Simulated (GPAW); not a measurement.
**Screening of a field by S/Ta(110)**

How does S/Ta(110) screen a perpendicular field?

Calculated with GPAW 26.7.0; GPAW, PAW setups; slab in vacuum, relaxation, in the first sound run; inputs show where later runs differ.

### Step 1. The structure

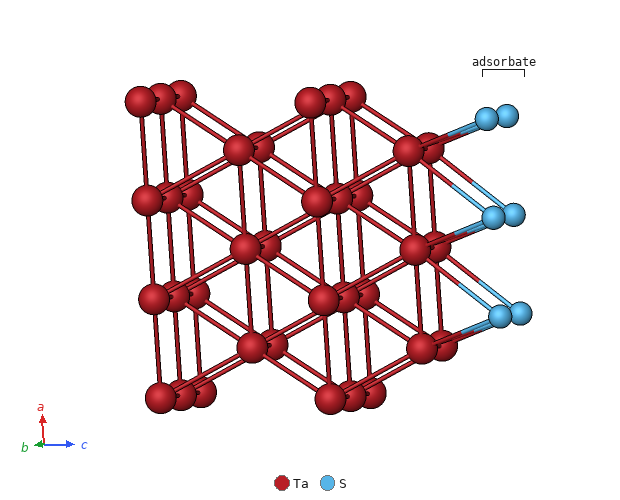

The cell as given, from the side, with the c axis across the page (tantalum red, sulfur blue). 3×2×1 cells are drawn. Some periodic images of atoms are drawn too.

The cell holds 5 atoms: 4 Ta and 1 S. Cell: a = 2.867 Å, b = 2.867 Å, c = 27.431 Å, α = 90.0°, β = 90.0°, γ = 70.5°. Vacuum lies along c.

Coordinates:

```cif
data_structure
_symmetry_space_group_name_H-M 'P 1'
_symmetry_Int_Tables_number 1
_cell_length_a 2.8665
_cell_length_b 2.8665
_cell_length_c 27.4308
_cell_angle_alpha 90.000
_cell_angle_beta 90.000
_cell_angle_gamma 70.529
_cell_volume 212.51
loop_
_atom_site_label
_atom_site_type_symbol
_atom_site_fract_x
_atom_site_fract_y
_atom_site_fract_z
_atom_site_occupancy
Ta1 Ta 0.00000 0.00000 0.32810 1
Ta2 Ta 0.50000 0.50000 0.41342 1
Ta3 Ta 0.00000 0.00000 0.49875 1
Ta4 Ta 0.50000 0.50000 0.58407 1
S5 S 0.84000 0.84000 0.67190 1
```

### Step 2. Relaxing the atoms

The atoms are relaxed first, since the surface dipole, and with it the work function, follows the positions of the outer layers. The lowest 2 atoms are held at bulk positions and keep their forces.

run.py

```python
import json
import numpy as np
from ase import Atoms
from ase.constraints import FixAtoms
from ase.optimize import BFGS
from gpaw import GPAW, PW

slab = Atoms(
    ['Ta', 'Ta', 'Ta', 'Ta', 'S'],
    positions=[
        [0.00000, 0.00000, 9.00000],
        [2.34052, 0.00000, 11.34052],
        [0.00000, 0.00000, 13.68105],
        [2.34052, 0.00000, 16.02157],
        [3.93208, 0.00000, 18.43085]],
    cell=[[2.34052, -1.655, 0.0], [2.34052, 1.655, 0.0], [0.0, 0.0, 27.43085]],
    pbc=[True, True, False])

slab.calc = GPAW(mode=PW(400), xc='PBE', kpts={'size': (12, 12, 1), 'gamma': True},
                 occupations={'name': 'fermi-dirac', 'width': 0.1}, nbands='160%',
                 convergence={'density': 1e-05}, maxiter=200,
                 poissonsolver={'dipolelayer': 'xy'},
                 symmetry={'tolerance': 1e-3, 'extra_ids': [1, 1, 0, 0, 0]}, txt='slab.txt')
result = {}
slab.set_constraint(FixAtoms([0, 1]))
path = []
opt = BFGS(slab, maxstep=0.2)
opt.attach(lambda: path.append((slab.get_potential_energy(), slab.positions.tolist(), slab.get_forces().tolist())))
result['relaxed'] = bool(opt.run(fmax=0.03, steps=40))
result['path'] = path
energy = slab.get_potential_energy()
fermi = slab.calc.get_fermi_level()
v = slab.calc.get_electrostatic_potential().mean((0, 1)) - fermi
n = slab.calc.get_pseudo_density().mean((0, 1))
L = slab.cell[2, 2]
z = np.arange(len(v)) * L / len(v)
low, high = slab.positions[:, 2].min(), slab.positions[:, 2].max()
below, above = np.interp([low - 6.8, high + 6.8], z, v)
slopes = [np.interp(x, z, np.gradient(v, z)) for x in (low - 6.8, high + 6.8)]
eps = np.array([[slab.calc.get_eigenvalues(k, s) for k in range(len(slab.calc.get_ibz_k_points()))]
                for s in range(slab.calc.get_number_of_spins())]) - fermi
top, bottom = eps[eps < 0].max(), eps[eps > 0].min()
dipole = slab.get_dipole_moment()[2]
print(f'energy {energy:.4f} eV, Fermi level {fermi:.4f} eV, dipole {dipole:.5f} e A')
print(f'potential 6.8 A off the faces, from the Fermi level: lower {below:.4f} eV, upper {above:.4f} eV')
print(f'slope of the potential there: lower {slopes[0]:.5f}, upper {slopes[1]:.5f} eV/A')
print(f'nearest levels on the mesh: {top:.4f} and {bottom:.4f} eV')
print('magnetic moment', round(slab.get_magnetic_moment(), 3))
result.update(energy=energy, fermi=fermi, dipole=dipole, below=below, above=above, slopes=slopes, edges=[top, bottom],
              z=z.tolist(), v=v.tolist(), n=n.tolist(), positions=slab.positions.tolist(),
              forces=slab.get_forces(apply_constraint=False).tolist(), moments=slab.get_magnetic_moments().tolist())
json.dump(result, open('result.json', 'w'))
```

Started as:

```bash
$ OMP_NUM_THREADS=1 OPENBLAS_NUM_THREADS=1 python run.py
```

The log of the run:

```text
Step          Energy          fmax
BFGS:    0      -42.144482        2.357315
BFGS:    1      -42.296710        2.387113
BFGS:    2      -43.009475        1.500304
BFGS:    3      -42.784709        4.108261
BFGS:    4      -43.105062        0.856094
BFGS:    5      -43.127704        0.613006
BFGS:    6      -43.164947        0.923218
BFGS:    7      -43.187071        0.852748
BFGS:    8      -43.215374        0.353702
BFGS:    9      -43.219268        0.379793
BFGS:   10      -43.229058        0.374259
BFGS:   11      -43.241569        0.442531
BFGS:   12      -43.256061        0.409857
BFGS:   13      -43.262567        0.262431
BFGS:   14      -43.265832        0.247066
BFGS:   15      -43.269379        0.313042
BFGS:   16      -43.273558        0.346848
BFGS:   17      -43.278355        0.276375
BFGS:   18      -43.280877        0.109063
BFGS:   19      -43.281297        0.037145
BFGS:   20      -43.281342        0.032911
BFGS:   21      -43.281425        0.041928
BFGS:   22      -43.281541        0.044956
BFGS:   23      -43.281792        0.034017
BFGS:   24      -43.281855        0.016375
energy -43.1906 eV, Fermi level 1.7087 eV, dipole -0.02651 e A
potential 6.8 A off the faces, from the Fermi level: lower 4.7838 eV, upper 5.3952 eV
slope of the potential there: lower 0.00001, upper -0.00006 eV/A
nearest levels on the mesh: -0.0461 and 0.0001 eV
magnetic moment 0.0
```

The job ended after 90 min (1 thread of Arm Neoverse V1, shared host; peak memory 0.34 GiB).

Step by step (22 of 25):

| step | energy less that of the first step (eV) | largest force (eV/Å) |
| --- | --- | --- |
| 1 | 0.0000 | 2.3573 |
| 2 | -0.1534 | 2.3871 |
| 3 | -0.8598 | 1.5003 |
| 4 | -0.6267 | 4.1083 |
| 6 | -0.9737 | 0.6130 |
| 7 | -1.0095 | 0.9232 |
| 8 | -1.0314 | 0.8527 |
| 9 | -1.0598 | 0.3537 |
| 10 | -1.0640 | 0.3798 |
| 11 | -1.0748 | 0.3743 |
| 12 | -1.0892 | 0.4425 |
| 14 | -1.1149 | 0.2624 |
| 15 | -1.1177 | 0.2471 |
| 16 | -1.1200 | 0.3130 |
| 17 | -1.1232 | 0.3468 |
| 18 | -1.1278 | 0.2764 |
| 19 | -1.1310 | 0.1091 |
| 20 | -1.1319 | 0.0371 |
| 22 | -1.1321 | 0.0419 |
| 23 | -1.1323 | 0.0450 |
| 24 | -1.1327 | 0.0340 |
| 25 | -1.1327 | 0.0164 |

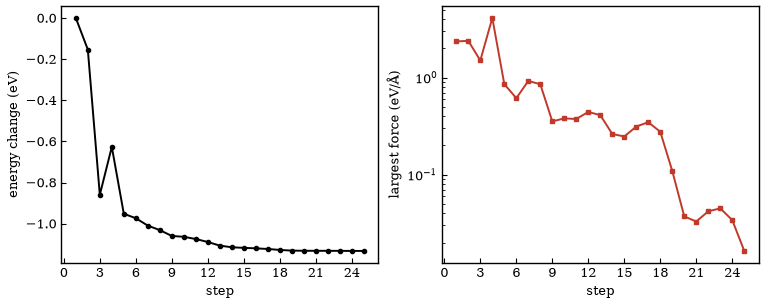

Energy and largest force along the relaxation.

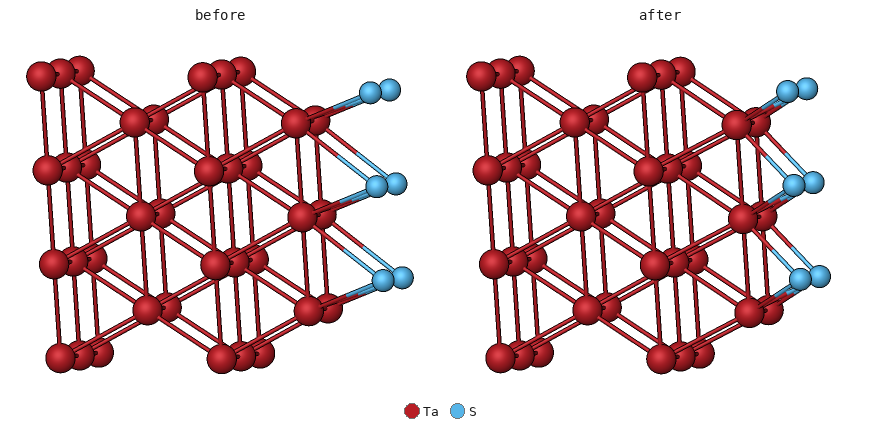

Before and after, at one scale.

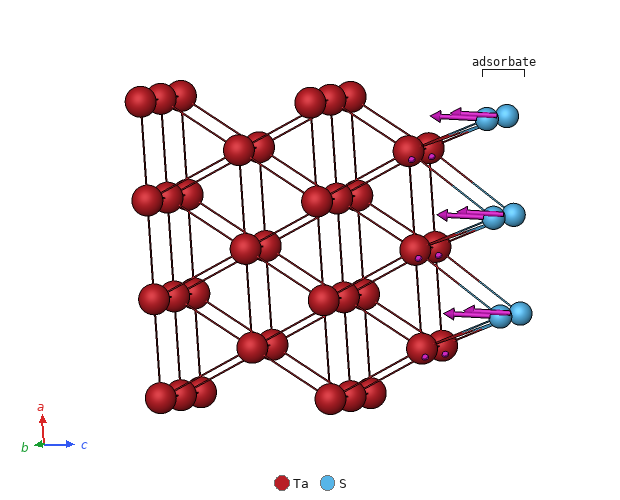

Displacements in the relaxation, exaggerated; the longest in the cell stands for 0.66 Å. 3×2×1 cells are drawn. Some periodic images of atoms are drawn too.

The atoms that moved most (Å):

| atom | dx | dy | dz | length |
| --- | --- | --- | --- | --- |
| S5 | 0.057 | 0.000 | -0.653 | 0.655 |
| Ta4 | -0.090 | 0.000 | 0.004 | 0.090 |
| Ta3 | -0.006 | 0.000 | -0.013 | 0.014 |

The relaxed structure:

```xyz
5
Lattice="2.3405 -1.6550 0.0000 2.3405 1.6550 0.0000 0.0000 0.0000 27.4308" Properties=species:S:1:pos:R:3
Ta    0.0000    0.0000    9.0000
Ta    2.3405    0.0000   11.3405
Ta   -0.0064    0.0000   13.6681
Ta    2.2502    0.0000   16.0259
S     3.9889    0.0000   17.7780
```

Numbers from this step:

| Property | Result |
| --- | --- |
| dipole along the normal | -0.02651 e·Å |
| levels nearest the Fermi level on the mesh | -0.04607, 5.66e-5 eV from the Fermi level |
| upper work function | 5.395 eV |
| lower work function | 4.784 eV |

The electrostatic potential energy of an electron (without an applied field's), less the Fermi level, planar mean oscillates, so the rows of the table below give means over windows of 2.36 Å about each position, cut where the curve ends. Its maxima inside the range that stand out by 2 % of the span (Å: eV): 10.2: -1.30, 12.5: -1.42, 14.9: -1.23, 17.0: -5.13. Its minima: 9.0: -25.4, 11.4: -25.3, 13.7: -25.1, 16.1: -25.6, 17.8: -21.9.

Electrostatic potential energy of an electron (without an applied field's), less the Fermi level, planar mean against z; means over each step:

| z (Å) | electrostatic potential energy of an electron (without an applied field's), less the Fermi level, planar mean (eV) |
| --- | --- |
| 1.18 | 4.81 |
| 3.54 | 4.78 |
| 5.90 | 4.63 |
| 8.26 | -9.06 |
| 10.62 | -11.8 |
| 12.98 | -11.8 |
| 15.34 | -11.9 |
| 17.70 | -8.83 |
| 20.06 | 5.16 |
| 22.42 | 5.40 |
| 24.78 | 5.40 |
| 27.14 | 5.37 |

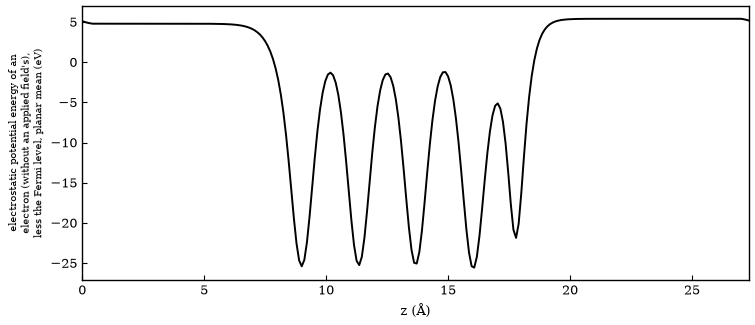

Electrostatic potential energy of an electron (without an applied field's), less the Fermi level, planar mean, plotted against z.

The pseudo valence density, planar mean oscillates, so the rows of the table below give means over windows of 2.36 Å about each position, cut where the curve ends. Its maxima inside the range that stand out by 2 % of the span (Å: e/Å³): 9.0: 1.51, 11.4: 1.50, 13.7: 1.49, 16.1: 1.49, 17.4: 0.538. Its minima: 10.1: 0.283, 12.4: 0.282, 14.8: 0.272, 16.9: 0.450.

The pseudo valence density, planar mean by z; means over each step:

| z (Å) | pseudo valence density, planar mean (e/Å³) |
| --- | --- |
| 3.54 | 1.8e-5 |
| 5.90 | 0.00460 |
| 8.26 | 0.573 |
| 10.62 | 0.718 |
| 12.98 | 0.721 |
| 15.34 | 0.715 |
| 17.70 | 0.427 |
| 20.06 | 0.0137 |
| 22.42 | 9.1e-6 |

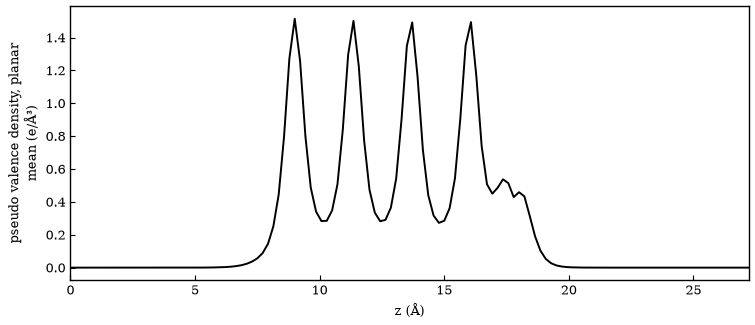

Pseudo valence density, planar mean against z.

The relaxation lowered the energy of the cell by 1.13 eV (energies extrapolated to zero smearing; the optimiser's log prints free energies). The largest force left on a free atom is 0.016 eV/Å.

### Step 3. Plane waves, PBE

With the geometry fixed, the planar mean of the potential gives the vacuum level on each side.

This step: GPAW, PAW setups; slab in vacuum (GPAW 26.7.0).

Changes to run.py since step 2:

```diff
@@ -3,4 +3,2 @@
 from ase import Atoms
-from ase.constraints import FixAtoms
-from ase.optimize import BFGS
 from gpaw import GPAW, PW
@@ -11,6 +9,6 @@
         [0.00000, 0.00000, 9.00000],
-        [2.34052, 0.00000, 11.34052],
-        [0.00000, 0.00000, 13.68105],
-        [2.34052, 0.00000, 16.02157],
-        [3.93208, 0.00000, 18.43085]],
+        [2.34052, -0.00000, 11.34052],
+        [-0.00642, 0.00000, 13.66814],
+        [2.25019, -0.00000, 16.02592],
+        [3.98892, -0.00000, 17.77798]],
     cell=[[2.34052, -1.655, 0.0], [2.34052, 1.655, 0.0], [0.0, 0.0, 27.43085]],
@@ -22,10 +20,4 @@
                  poissonsolver={'dipolelayer': 'xy'},
-                 symmetry={'tolerance': 1e-3, 'extra_ids': [1, 1, 0, 0, 0]}, txt='slab.txt')
+                 symmetry={'tolerance': 1e-3}, txt='slab.txt')
 result = {}
-slab.set_constraint(FixAtoms([0, 1]))
-path = []
-opt = BFGS(slab, maxstep=0.2)
-opt.attach(lambda: path.append((slab.get_potential_energy(), slab.positions.tolist(), slab.get_forces().tolist())))
-result['relaxed'] = bool(opt.run(fmax=0.03, steps=40))
-result['path'] = path
 energy = slab.get_potential_energy()
```

The log of the run:

```text
energy -43.1906 eV, Fermi level 1.7087 eV, dipole -0.02623 e A
potential 6.8 A off the faces, from the Fermi level: lower 4.7840 eV, upper 5.3952 eV
slope of the potential there: lower -0.00003, upper -0.00001 eV/A
nearest levels on the mesh: -0.0000 and 0.0153 eV
magnetic moment 0.0
```

Elapsed: 4.5 min, on 1 thread; peak memory 0.33 GiB.

Numbers from this step:

```yaml
dipole_along_the_normal: -0.02623 e·Å
levels_nearest_the_fermi_level_on_the_mesh: -4.19e-5, 0.01529 eV from the Fermi level
```

The electrostatic potential energy of an electron (without an applied field's), less the Fermi level, planar mean oscillates, so the rows of the table below give means over windows of 2.36 Å about each position, cut where the curve ends. Its maxima inside the range that stand out by 2 % of the span (Å: eV): 10.2: -1.30, 12.5: -1.42, 14.9: -1.23, 17.0: -5.13. Its minima: 9.0: -25.4, 11.4: -25.3, 13.7: -25.1, 16.1: -25.6, 17.8: -21.9.

Electrostatic potential energy of an electron (without an applied field's), less the Fermi level, planar mean against z; means over each step:

(Unchanged from step 2.)

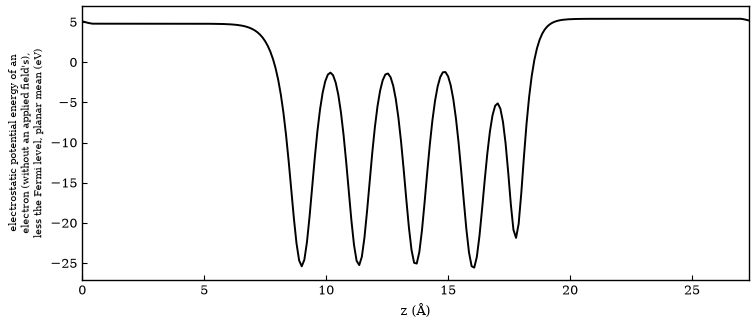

Electrostatic potential energy of an electron (without an applied field's), less the Fermi level, planar mean, plotted against z.

The pseudo valence density, planar mean oscillates, so the rows of the table below give means over windows of 2.36 Å about each position, cut where the curve ends. Its maxima inside the range that stand out by 2 % of the span (Å: e/Å³): 9.0: 1.51, 11.4: 1.50, 13.7: 1.49, 16.1: 1.49, 17.4: 0.538. Its minima: 10.1: 0.283, 12.4: 0.282, 14.8: 0.272, 16.9: 0.450.

The pseudo valence density, planar mean by z; means over each step:

| z (Å) | pseudo valence density, planar mean (e/Å³) |
| --- | --- |
| 3.54 | 1.8e-5 |
| 5.90 | 0.00460 |
| 8.26 | 0.573 |
| 10.62 | 0.718 |
| 12.98 | 0.721 |
| 15.34 | 0.715 |
| 17.70 | 0.427 |
| 20.06 | 0.0137 |
| 22.42 | 9.1e-6 |

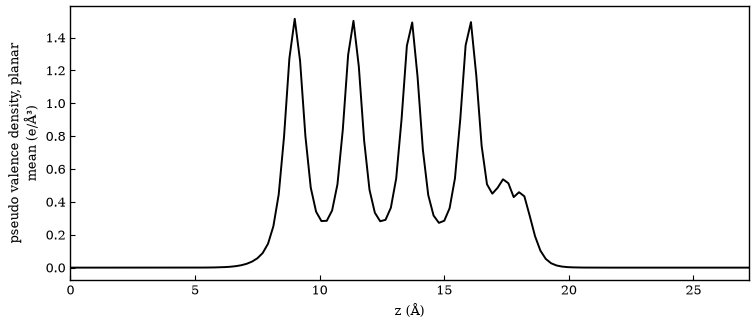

Pseudo valence density, planar mean, plotted against z.

Force by atom:

| atom | x (eV/Å) | y (eV/Å) | z (eV/Å) | size |
| --- | --- | --- | --- | --- |
| Ta1 | 0.012 | 0.000 | 0.351 | 0.351 |
| Ta2 | 0.013 | 0.000 | -0.351 | 0.352 |
| Ta3 | -0.011 | 0.000 | -0.004 | 0.012 |
| Ta4 | -0.004 | 0.000 | 0.016 | 0.017 |
| S5 | -0.009 | 0.000 | -0.011 | 0.014 |

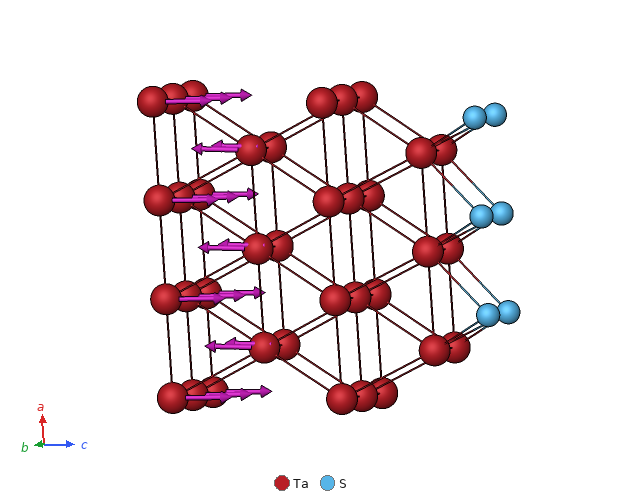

Force as arrows, the longest 0.352 eV/Å. 3×2×1 cells are drawn. Some periodic images of atoms are drawn too.

The potential is flat to 2.7e-5 eV/Å where it is read, so the vacuum is wide enough.

### Step 4. In a field

A uniform field along the normal polarises the slab; the atoms stay fixed, so this is the electronic response alone.

Changes to run.py since step 3:

```diff
@@ -4,2 +4,3 @@
 from gpaw import GPAW, PW
+from gpaw.external import ConstantElectricField
 
@@ -20,2 +21,3 @@
                  poissonsolver={'dipolelayer': 'xy'},
+                 external=ConstantElectricField(-0.2, [0, 0, 1]),
                  symmetry={'tolerance': 1e-3}, txt='slab.txt')
```

The log of the run:

```text
energy -43.2059 eV, Fermi level 1.8062 eV, dipole -0.12863 e A
potential 6.8 A off the faces, from the Fermi level: lower 3.4162 eV, upper 6.4208 eV
slope of the potential there: lower -0.00002, upper -0.00001 eV/A
nearest levels on the mesh: -0.0029 and 0.0156 eV
magnetic moment 0.0
```

Elapsed: 5.3 min, on 1 thread; peak memory 0.5 GiB.

This step gave:

| Quantity | Value |
| --- | --- |
| dipole along the normal | -0.1286 e·Å |
| levels nearest the Fermi level on the mesh | -0.002857, 0.01563 eV from the Fermi level |
| potential below the slab, the applied field's own ramp left out | 3.416 eV from the Fermi level |
| potential above the slab, the applied field's own ramp left out | 6.421 eV from the Fermi level |

The electrostatic potential energy of an electron (without an applied field's), less the Fermi level, planar mean oscillates, so the rows of the table below give means over windows of 2.36 Å about each position, cut where the curve ends. Its maxima inside the range that stand out by 2 % of the span (Å: eV): 10.2: -2.01, 12.5: -1.65, 14.9: -0.998, 17.0: -4.47, 23.7: 6.42. Its minima: 9.0: -26.3, 11.4: -25.7, 13.7: -25.1, 16.1: -25.1, 17.8: -21.1.

The electrostatic potential energy of an electron (without an applied field's), less the Fermi level, planar mean by z; means over each step:

| z (Å) | electrostatic potential energy of an electron (without an applied field's), less the Fermi level, planar mean (eV) |
| --- | --- |
| 1.18 | 3.54 |
| 3.54 | 3.42 |
| 5.90 | 3.28 |
| 8.26 | -10.2 |
| 10.62 | -12.4 |
| 12.98 | -12.0 |
| 15.34 | -11.5 |
| 17.70 | -8.05 |
| 20.06 | 6.17 |
| 22.42 | 6.42 |
| 24.78 | 6.42 |
| 27.14 | 6.31 |

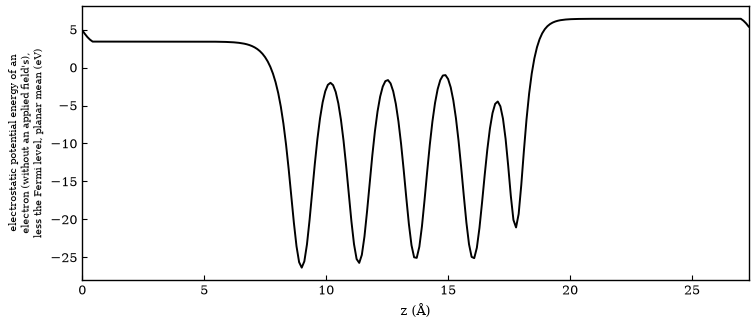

Electrostatic potential energy of an electron (without an applied field's), less the Fermi level, planar mean against z.

Force by atom:

| atom | x (eV/Å) | y (eV/Å) | z (eV/Å) | size |
| --- | --- | --- | --- | --- |
| Ta1 | 0.012 | 0.000 | 0.352 | 0.353 |
| Ta2 | 0.012 | 0.000 | -0.356 | 0.356 |
| Ta3 | -0.012 | 0.000 | -0.004 | 0.012 |
| Ta4 | 0.004 | 0.000 | 0.029 | 0.029 |
| S5 | -0.016 | 0.000 | -0.022 | 0.027 |

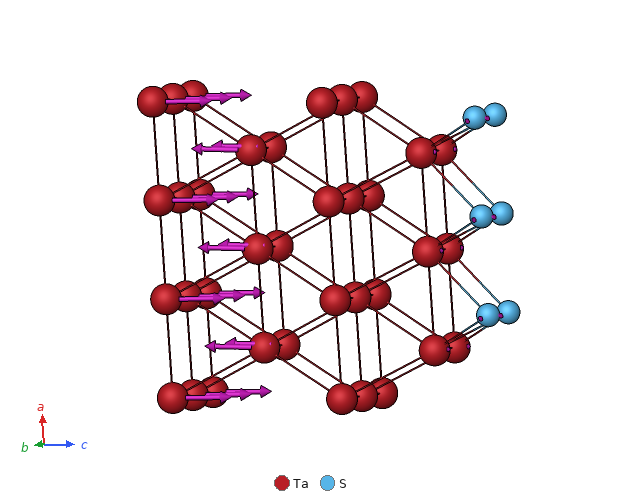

Force as arrows, the longest 0.356 eV/Å. 3×2×1 cells are drawn. Some periodic images of atoms are drawn too.

The dipole is now -0.129 e Å, against -0.026 in the run without a field.

[end of part 1 of 2]

[Logs are printed without paths, hosts, clocks, repeated set-up lines and the standing remarks that a program may print on its own settings, such as how far it seeks lower states.]

[Hosts, paths, dates, database ids (printed as entryN), source tags and the programs' standing remarks are cut or masked in the printed files.]
